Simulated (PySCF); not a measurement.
SMILES [GeH2]([OH])[Br] (H₃BrGeO) at its CAM-B3LYP/def2-SVP optimised geometry (Å):

```
6

Ge    -0.4417    -0.7606     0.0000
O     -1.0881    -1.5687    -1.4269
Br    -1.0891     1.4623     0.0000
H     -1.0911    -1.4623     1.1870
H      1.0911    -0.7606     0.0000
H     -0.8181    -1.1787    -2.2673
```

Level of theory: CAM-B3LYP/def2-TZVP (PySCF). Cells within 0.4 Å of a nucleus heavier than hydrogen are left out (blank, or x).

Map of the electrostatic potential (hartree/e), clipped to [-0.08, 0.12] on the plane z = 0.0 Å:

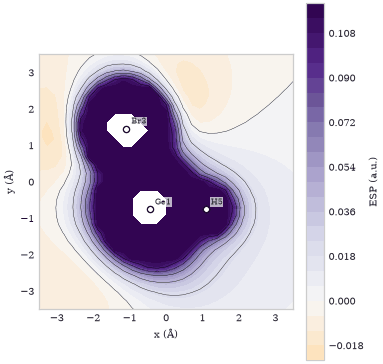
*Electrostatic potential (hartree/e), clipped to [-0.08, 0.12] on the plane z = 0.0 Å.*
